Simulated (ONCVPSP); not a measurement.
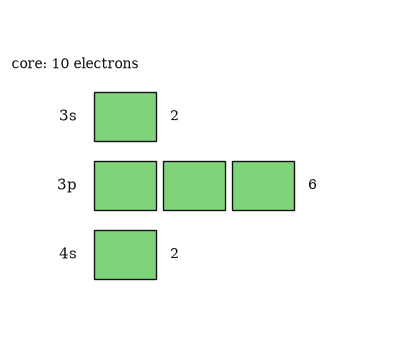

The valence shells of the reference configuration: a box for each of the 2l + 1 orbitals, shaded by the share of the shell that is filled, with the electron count at the right.

# Pseudopotential generation, with input and output: Ca

System: calcium (Ca, Z = 20), core [Ne], reference valence 3s2 3p6 4s2, valence charge 10.
Method: ONCV potential, PBEsol, scalar-relativistic, made with ONCVPSP 4.0.1.

**Input file**
```
# ATOM AND REFERENCE CONFIGURATION
# atsym  z   nc   nv     iexc    psfile
  Ca 20.00    3    3  -116133      upf
#
#   n    l    f
    1    0    2.00
    2    0    2.00
    2    1    6.00
    3    0    2.00
    3    1    6.00
    4    0    2.00
#
# PSEUDOPOTENTIAL AND OPTIMIZATION
# lmax
    2
#
#   l,   rc,      ep,       ncon, nbas, qcut
    0    1.75    0.00    4    8    6.50
    1    1.55    0.00    4    7    8.40
    2    1.50    0.13    4    7    6.70
#
# LOCAL POTENTIAL
# lloc, lpopt,  rc(5),   dvloc0
    4    5    1.40    0.00
#
# VANDERBILT-KLEINMAN-BYLANDER PROJECTORs
# l, nproj, debl
    0    2    0.80
    1    3    0.80
    2    2    1.70
#
# MODEL CORE CHARGE
# icmod, fcfact, rcfact
    3    2.50    1.50
#
# LOG DERIVATIVE ANALYSIS
# epsh1, epsh2, depsh
   -3.00    5.00    0.02
#
# OUTPUT GRID
# rlmax, drl
    6.00    0.01
#
# TEST CONFIGURATIONS
# ncnf
    4
# nvcnf
#   n    l    f
    3
    3    0    2.00
    3    1    6.00
    4    0    1.00
#
    3
    3    0    2.00
    3    1    6.00
    4    0    0.00
#
    3
    3    0    2.00
    3    1    6.00
    4    0    1.50
#
    4
    3    0    2.00
    3    1    6.00
    4    0    0.00
    4    1    2.00
#
```

Hardware: 1 CPU thread, shared host.

Command:
```bash
oncvpsp.x < Ca.dat > Ca.out
```

**Output (extracts)**
```
ONCVPSP  (Optimized Norm-Conservinng Vanderbilt PSeudopotential)
scalar-relativistic version 4.0.1

#   n    l    f        energy (Ha)
    1    0    2.00    -1.4494121E+02
    2    0    2.00    -1.5205494E+01
    2    1    6.00    -1.2291571E+01
    3    0    2.00    -1.7256726E+00
    3    1    6.00    -1.0271233E+00
    4    0    2.00    -1.3835527E-01

Reference configufation results
  iterations    22
  all-electron total energy (Ha)   -6.79468298D+02

Begin loop to  construct optimized pseudo wave functions
and semi-local pseudopoentials for all angular momenta

Calculating optimized projector #   1

 for l=   0

    Fraction of norm inside rc  0.904211
    Optimizing pswf for qcut=   6.51 a_B^-1,  ecut=  21.18 Ha
    Residual kinetic energy error=  8.18D-06 Ha

    Energy error per electron        Cutoff
         Ha          eV             Ha
         0.01000     0.27211       10.15
         0.00100     0.02721       14.83
         0.00010     0.00272       18.09
         0.00001     0.00027       20.92

Calculating optimized projector #   2

 for l=   0

    Fraction of norm inside rc  0.036361
    Optimizing pswf for qcut=   6.51 a_B^-1,  ecut=  21.18 Ha
    Residual kinetic energy error=  4.36D-06 Ha

    Energy error per electron        Cutoff
         Ha          eV             Ha
         0.01000     0.27211        3.24
         0.00100     0.02721       11.95
         0.00010     0.00272       16.46
         0.00001     0.00027       19.96

WARNING wellstate: negative energy specified for n= 4 l=  1
WARNING scattering state with energy  0.25000000
WARNING will be used for the first projector

   Wellstate for l =  1  n =  4
     eigenvalue =   0.2500
     asymptotic potential =   0.7500
     half-point radius =  3.9947

   Wellstate for l =  1  n =  5
     eigenvalue =   1.0500
     asymptotic potential =   1.5500
     half-point radius =  4.5437

Calculating optimized projector #   1

 for l=   1

    Fraction of norm inside rc  0.745797
    Optimizing pswf for qcut=   8.39 a_B^-1,  ecut=  35.18 Ha
    Residual kinetic energy error=  2.98D-07 Ha

    Energy error per electron        Cutoff
         Ha          eV             Ha
         0.01000     0.27211       10.62
         0.00100     0.02721       13.98
         0.00010     0.00272       16.94
         0.00001     0.00027       27.03

Calculating optimized projector #   2

 for l=   1

    Fraction of norm inside rc  0.086242
    Optimizing pswf for qcut=   8.39 a_B^-1,  ecut=  35.18 Ha
    Residual kinetic energy error=  2.85D-07 Ha

    Energy error per electron        Cutoff
         Ha          eV             Ha
         0.01000     0.27211        9.05
         0.00100     0.02721       12.72
         0.00010     0.00272       15.94
         0.00001     0.00027       26.77

Calculating optimized projector #   3

 for l=   1

    Fraction of norm inside rc  0.064784
    Optimizing pswf for qcut=   8.39 a_B^-1,  ecut=  35.18 Ha
    Residual kinetic energy error=  6.98D-07 Ha

    Energy error per electron        Cutoff
         Ha          eV             Ha
         0.01000     0.27211        9.56
         0.00100     0.02721       13.14
         0.00010     0.00272       16.61
         0.00001     0.00027       28.89

WARNING wellstate: moderately localized bound state found for n= 3 l=  2
WARNING scattering state with energy  0.05000000
WARNING will be used for the first projector

   Wellstate for l =  2  n =  4
     eigenvalue =   0.0500
     asymptotic potential =   0.5500
     half-point radius = 25.0268

   Wellstate for l =  2  n =  5
     eigenvalue =   1.7500
     asymptotic potential =   2.2500
     half-point radius =  4.0248

Calculating optimized projector #   1

 for l=   2

    Fraction of norm inside rc  0.046395
    Optimizing pswf for qcut=   6.70 a_B^-1,  ecut=  22.42 Ha
    Residual kinetic energy error=  7.06D-04 Ha

    Energy error per electron        Cutoff
         Ha          eV             Ha
         0.01000     0.27211       14.41
         0.00100     0.02721       21.40
         0.00010     0.00272       62.07
         0.00001     0.00027       77.53

Calculating optimized projector #   2

 for l=   2

    Fraction of norm inside rc  0.104573
    Optimizing pswf for qcut=   6.70 a_B^-1,  ecut=  22.42 Ha
    Residual kinetic energy error=  1.27D-02 Ha

    Energy error per electron        Cutoff
         Ha          eV             Ha
         0.01000     0.27211       23.07
         0.00100     0.02721       41.48
         0.00010     0.00272       77.94
         0.00001     0.00027       91.77

Construct Vanderbilt / Kleinmman-Bylander projectors

B matrix Hermiticity error, ll=   0
   1   2    7.6122E-05

  Orthonormal projector coefficients  6.1496E+00  9.7308E-01

B matrix Hermiticity error, ll=   1
   1   2    8.9460E-05
   1   3   -1.3812E-04
   2   3    2.5189E-05

  Orthonormal projector coefficients  3.2956E+00  9.6819E-01  2.3048E-01

B matrix Hermiticity error, ll=   2
   1   2    2.9001E-05

  Orthonormal projector coefficients -6.3443E+00 -2.7562E+00

Model core correction analysis
  based on d2Exc/dn_idn_j

d2excae - all-electron derivatives

   -3.972537D-02   -3.600247D-02   -2.216587D-03
   -3.600297D-02   -3.408099D-02   -3.061661D-03
   -2.216342D-03   -3.061251D-03   -3.023160D-02

d2excps - pseudofunction derivatives with no core correction

   -4.399078D-02   -3.821363D-02   -2.603286D-03
   -3.821413D-02   -3.638097D-02   -3.212479D-03
   -2.603316D-03   -3.212086D-03   -3.026106D-02

rms 2nd derivative error    1.932406E-03

rmatch, rhocmatch    0.6219    9.4638

Teter function model core charge with specified parameters

d2excps - pseudofunction derivatives with core correction

   -3.780059D-02   -3.499631D-02   -2.139077D-03
   -3.499632D-02   -3.414411D-02   -2.976395D-03
   -2.138779D-03   -2.975971D-03   -3.022697D-02

rms 2nd derivative error    8.000743E-04

Pseudoatom total energy  -36.951932

Diagnostic tests using Vanderbilt-Kleinman-Bylander pseudopotentials
  1 or more projectors used as specified by nproj input data

   l    rcore       rmatch      e in        delta e   norm test  slope test

   0   1.7505481   1.8036985  -1.7256726  -0.0000002   1.0000838   1.0000832
   0   1.7505481   1.8036985  -0.1383553   0.0000017   1.0000278   1.0000237

   1   1.5531537   1.6003108  -1.0271233  -0.0000038   1.0000733   1.0000911
   1   1.5531537   1.6003108   0.2500000   0.0000074   1.0001813   1.0001813
   1   1.5531537   1.6003108   1.0500000   0.0000192   1.0002217   1.0002217

   2   1.5073862   1.5531537   0.0500000   0.0000029   1.0000797   1.0000797
   2   1.5073862   1.5531537   1.7500000   0.0000032   1.0001770   1.0001770

 Testing for bound ghosts
   n   l    E NL Schr. Eq   E Basis Diag.   E Cutoff

   1   0       -1.725673       -1.725668     86.00
   2   0       -0.138354       -0.040618     86.00

   2   1       -1.027127       -1.026784    125.47

   3   2       -0.071891       -0.037954    113.35

 Testing for highly-localized positive-energy ghosts
       l    <radius>/rc     E Basis Diag.   E Cutoff

Test configuration 0

   n   l     f        eae           eps        diff
   1   0  2.0000 -144.94121117
   2   0  2.0000  -15.20549423
   2   1  6.0000  -12.29157062
   3   0  2.0000   -1.72567256   -1.72567277   -2.02D-07
   3   1  6.0000   -1.02712328   -1.02712705   -3.77D-06
   4   0  2.0000   -0.13835527   -0.13835359    1.67D-06

    Total energies and differences
      AE_ref= -6.79468298D+02  AE_tst= -6.79468298D+02  dif=  0.00D+00
      PS_ref= -3.69519315D+01  PS_tst= -3.69519315D+01  dif= -1.21D-13
      PSP excitation error=  1.21D-13

Test configuration 1

   n   l     f        eae           eps        diff
   1   0  2.0000 -145.20011175
   2   0  2.0000  -15.46319522
   2   1  6.0000  -12.54936645
   3   0  2.0000   -1.97976887   -1.98000972   -2.41D-04
   3   1  6.0000   -1.28010945   -1.28016205   -5.26D-05
   4   0  1.0000   -0.32864305   -0.32865584   -1.28D-05

    Total energies and differences
      AE_ref= -6.79468298D+02  AE_tst= -6.79236581D+02  dif=  2.32D-01
      PS_ref= -3.69519315D+01  PS_tst= -3.67202023D+01  dif=  2.32D-01
      PSP excitation error= -1.19D-05

Test configuration 2

   n   l     f        eae           eps        diff
   1   0  2.0000 -145.51153060
   2   0  2.0000  -15.77238978
   2   1  6.0000  -12.85872616
   3   0  2.0000   -2.28184540   -2.28259025   -7.45D-04
   3   1  6.0000   -1.57973219   -1.57992862   -1.96D-04

    Total energies and differences
      AE_ref= -6.79468298D+02  AE_tst= -6.78807292D+02  dif=  6.61D-01
      PS_ref= -3.69519315D+01  PS_tst= -3.62908614D+01  dif=  6.61D-01
      PSP excitation error= -6.45D-05

Test configuration 3

   n   l     f        eae           eps        diff
   1   0  2.0000 -145.06339093
   2   0  2.0000  -15.32721103
   2   1  6.0000  -12.41332384
   3   0  2.0000   -1.84599409   -1.84608621   -9.21D-05
   3   1  6.0000   -1.14701056   -1.14703117   -2.06D-05
   4   0  1.5000   -0.23083548   -0.23083748   -2.00D-06

    Total energies and differences
      AE_ref= -6.79468298D+02  AE_tst= -6.79376293D+02  dif=  9.20D-02
      PS_ref= -3.69519315D+01  PS_tst= -3.68599230D+01  dif=  9.20D-02
      PSP excitation error= -3.42D-06

Test configuration 4

   n   l     f        eae           eps        diff
   1   0  2.0000 -145.04039623
   2   0  2.0000  -15.30475538
   2   1  6.0000  -12.39065904
   3   0  2.0000   -1.82289723   -1.82341150   -5.14D-04
   3   1  6.0000   -1.12274193   -1.12297409   -2.32D-04
   4   1  2.0000   -0.08717090   -0.08717363   -2.73D-06

    Total energies and differences
      AE_ref= -6.79468298D+02  AE_tst= -6.79286539D+02  dif=  1.82D-01
      PS_ref= -3.69519315D+01  PS_tst= -3.67701519D+01  dif=  1.82D-01
      PSP excitation error= -2.10D-05
```

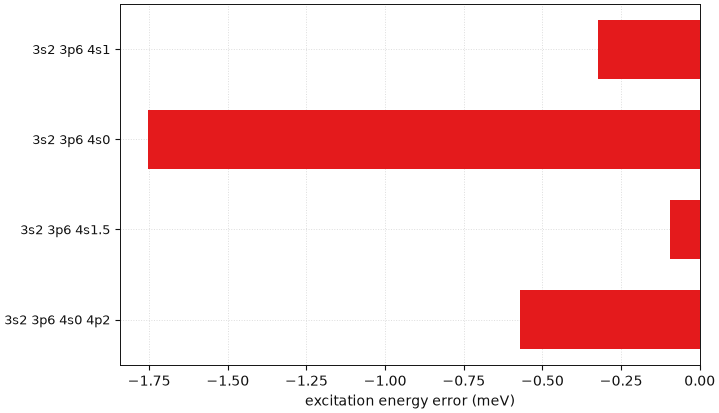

Errors, all-electron minus pseudo, of the energies of valence configurations relative to the unpolarised reference 3s2 3p6 4s2.

- Worst configuration: 3s2 3p6 4s0 (charge +2): the error is -1.8 meV on an all-electron energy of +17.99 eV relative to the reference, or 0.0098 %.
- Errors in meV: 3s2 3p6 4s1: -0.3; 3s2 3p6 4s0: -1.8; 3s2 3p6 4s1.5: -0.1; 3s2 3p6 4s0 4p2: -0.6.

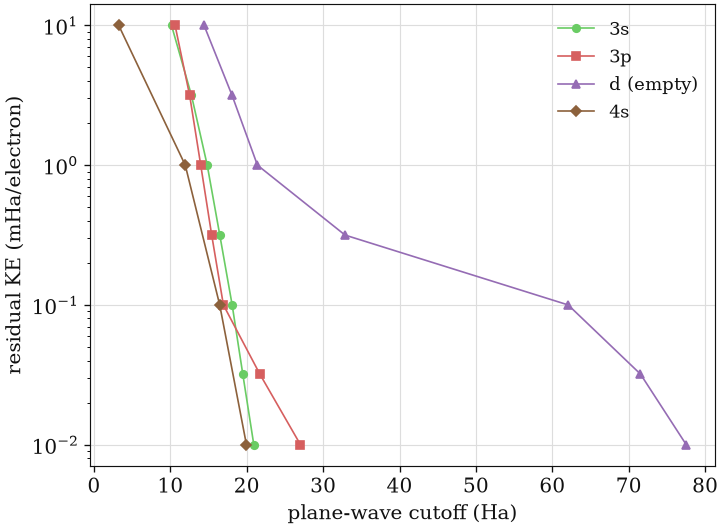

Residual kinetic energy of the pseudo-waves (the first of each channel, and further valence shells) beyond the plane-wave cutoff, as the generator prints it.

- Cutoffs for the occupied states: 15 Ha for 1 mHa and 18 Ha for 0.1 mHa per electron. The first is set by 3s.
- Hardest wave at 1 mHa per electron: d (empty), with rc = 1.50 bohr and qcut = 6.7 1/bohr. The optimisation minimises, but can't always remove, the kinetic energy above qcut²/2 = 22.4 Ha, and a larger rc would as a rule soften the wave at some cost in transferability.
- Cutoffs for 1 mHa per electron: d (empty): 21 Ha; 3s: 15 Ha; 3p: 14 Ha; 4s: 12 Ha.

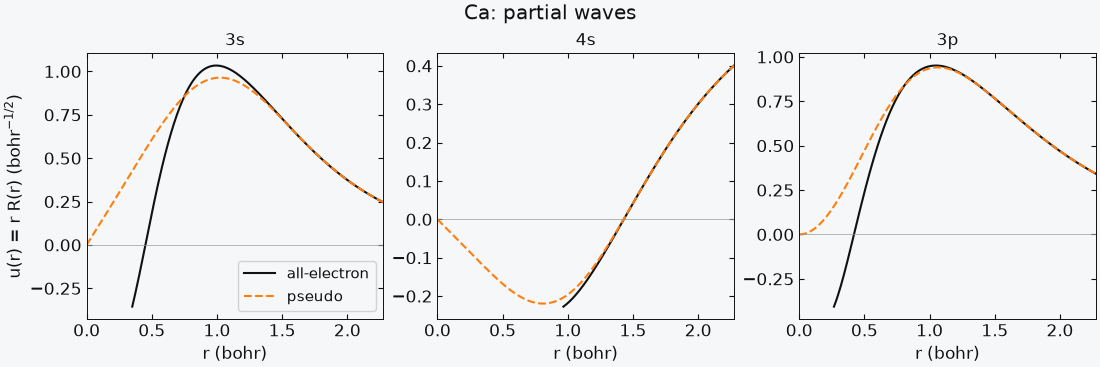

Pseudo-waves (dashed) against the all-electron radial functions (solid). The innermost oscillations of some all-electron curves aren't drawn. Reference configuration 3s2 3p6 4s2.

- Matching radii: 3s at 1.75 bohr; 4s at 1.75 bohr; 3p at 1.55 bohr. The curves merge smoothly, so the plot gives these only roughly.
- Nodes of the pseudo-waves: 3s has no node; 4s has a node at about 1.4 bohr; 3p has no node. A node in 4s is expected, since a lower shell of the same l is also in the valence and the two must stay orthogonal.

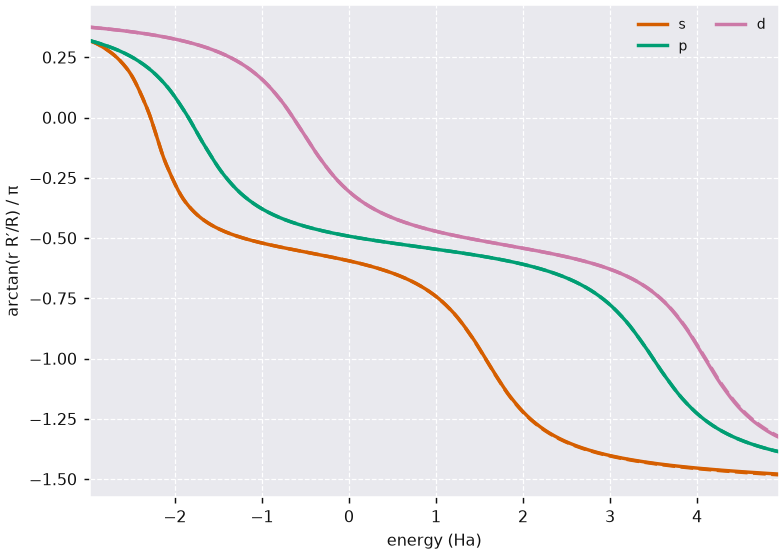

Unwrapped phase arctan(r R′/R) in units of π against energy, all-electron (solid) and pseudo (dashed); the pseudo phase is matched to the all-electron one at the reference energy. Here R(r) is the radial function. Not drawn: f: not judged.

- Poles, where the radial function vanishes at the test radius: s: all-electron at -1.2 Ha, pseudo at -1.2 Ha; p: all-electron at 0.1 Ha, pseudo at 0.1 Ha; d: all-electron at 1.4 Ha, pseudo at 1.4 Ha.
- Ghost states: the plot shows none: the two phases stay within 0.02 rad of each other in all channels drawn. The separate test gives: no bound ghost flagged; no localised positive-energy state flagged.
- Range over which the phases agree within 0.05 rad: s: over the whole range drawn; p: over the whole range drawn; d: over the whole range drawn.

**Results in brief**

- outcome: generated
- cutoffs needed: 15 Ha and 18 Ha (the cutoffs at which the residual kinetic energy of the hardest occupied pseudo-wave falls to 1 and 0.1 mHa per electron); the channels without a valence shell are harder: d needs 21 Ha for 1 mHa
- ghost test: no bound ghost flagged; no localised positive-energy state flagged
- largest excitation error: -1.8 meV (all-electron minus pseudo) for 3s2 3p6 4s0, out of 4 test configurations
- rms error of d²Exc/dni dnj: 1.93 mHa without and 0.80 mHa with the model core
- range over which the phases arctan(r R′/R) at the test radius agree within 0.05 rad (a looser test near the poles than one of phase shifts): s: over the whole range computed; p: over the whole range computed; d: over the whole range computed; f: not judged, local potential alone
- wall time: 4.2 s

**Remarks**

Warnings of the program, in the generation or the tests: wellstate: moderately localized bound state found for n= 3 l= 2; wellstate: negative energy specified for n= 4 l= 1.
